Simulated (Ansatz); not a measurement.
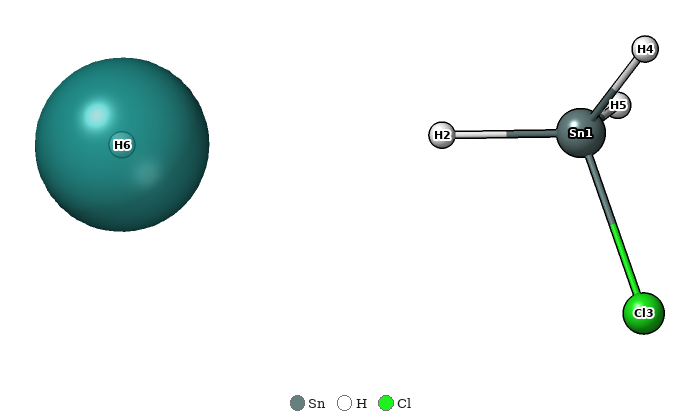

Figure 1: ClH3Sn···H (doublet). Isosurface of the spin density at +0.04 e/Å³ (teal), seen at an oblique angle.

Core potentials replace the inner electrons of Sn.

The calculation used Ansatz 0.2.0, UHF/def2-SVP.

```
atom    x (Å)    y (Å)    z (Å)
  Sn  -0.0629   0.0000  -0.3943
   H  -0.0437   0.0000   1.3058
  Cl   2.1990   0.0000  -1.0846
   H  -0.7578   1.4130  -1.0362
   H  -0.7578  -1.4130  -1.0362
   H   0.0568   0.0000   5.2243
```

> Describe the spin distribution.

The unpaired spin (1 electron) lies mostly on H6 (about 1.0), in electrons by Hirshfeld's partition.
